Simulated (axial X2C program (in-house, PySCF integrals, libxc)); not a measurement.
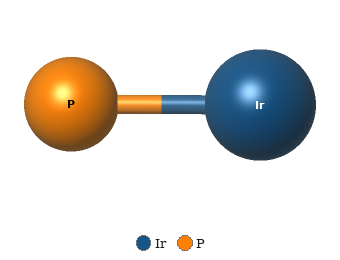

Fig. 1: The molecule at the reference distance of 1.989 Å.

Relativistic diatomic calculation, with input and output: IrP⁺

- system: IrP⁺, single determinant with M_S = 1/2 and |Λ| = 0.
- method: PBE0, spin-free X2C-1e, Ir dyall-cv3z, P dyall-v3z (cores contracted) (axial X2C program (in-house, PySCF integrals, libxc))

## The input
```
{"zs": [77, 15], "q": 1, "bas": ["dyall-cv3z", "dyall-v3z"], "levels": ["PBE0", "HF", "B97-3"], "cc": true, "r0": 2.17, "thr": -2.0, "nmax": 90, "npts": 10, "nst": 2, "ntry": 6}
```

The line is the task of a batch: nuclear charges, charge, bases, the levels to run, a first guess of the distance and further settings. This report covers PBE0 without spin-orbit coupling. The log is that of the reference distance 1.989 Å.

Hardware: 1 thread of Arm Neoverse V2, 24 GiB of memory available, shared host.

Launched within a batch (the task file carries these settings):
```bash
python <driver script> task.json out
```

## Output
```
spin-free X2C-1e  PBE0
basis functions 224  fitting functions 1173  grid points 5078
iter        total energy     max residual
   1     -18168.487070103     6.54e+01
   2     -18169.428070447     5.43e+01
   3     -18170.655130178     3.13e+01
   4     -18171.104316187     1.03e+01
   5     -18171.118136540     4.96e+00
   6     -18171.260175053     4.48e+00
   7     -18171.295136277     2.30e+00
   8     -18171.302932573     5.74e-01
   9     -18171.303785111     1.82e-01
  10     -18171.304256889     9.87e-02
  11     -18171.304458575     5.96e-02
  12     -18171.304489320     2.78e-02
  13     -18171.304496289     1.92e-02
  14     -18171.304497946     8.75e-03
  15     -18171.304498757     3.94e-03
  16     -18171.304499310     2.35e-03
  17     -18171.304499543     2.05e-03
  18     -18171.304499631     1.55e-03
  19     -18171.304499650     6.70e-04
  20     -18171.304499653     2.25e-04
  21     -18171.304499654     1.11e-04
  22     -18171.304499654     6.60e-05
  23     -18171.304499654     2.32e-05
  24     -18171.304499654     1.89e-06
converged
one-electron -25514.49929044  Coulomb 7411.70859221  exact exchange -92.46755196  xc functional -283.33618340  nuclear repulsion 307.28993394
```

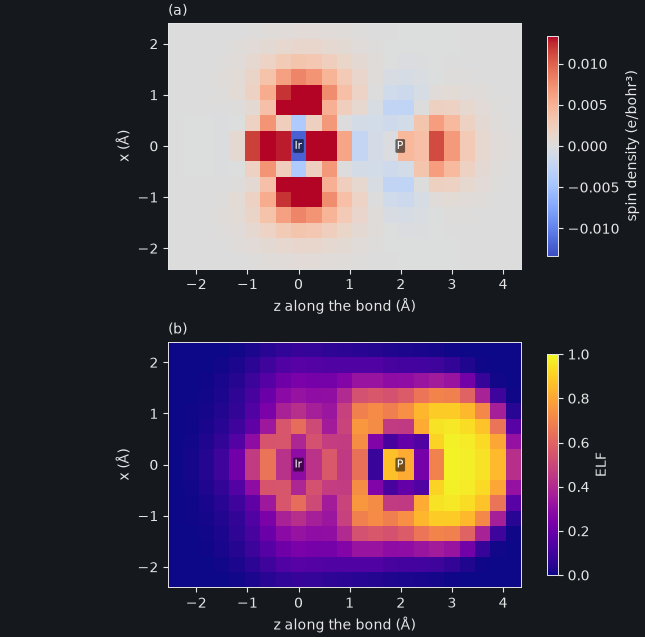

Fig. 2: (a) spin density; (b) electron localisation function, in a plane that holds the axis, at 1.99 Å, on points 0.3 Å apart (one half computed, the other mirrored); the structure near the nuclei is finer than these points.

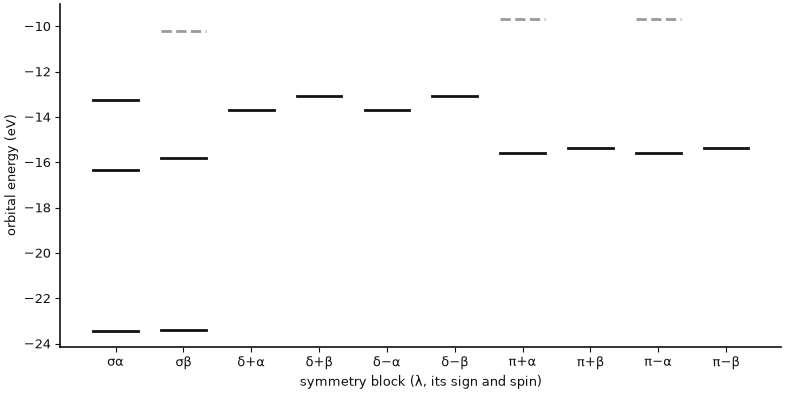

Fig. 3: Orbital energies near the frontier at 1.99 Å, filled (solid) and empty (dashed); a label such as π−α means λ = −1 and α spin. The highest filled orbital (δ−β; 99 % Ir d) lies at −13.06 eV, the lowest empty one (σβ; 40 % Ir s, 37 % Ir d) at −10.23 eV.

## What the run reported

| quantity | value |
| --- | --- |
| outcome | not converged in a step after the SCF shown |
| largest ⟨S²⟩ along the curve | 0.77 |
| wall time | 7.3 s |
| peak memory | 0.83 GiB |

## What went wrong

The SCF whose log is shown converged, but a later step did not. The run therefore gave no full result.
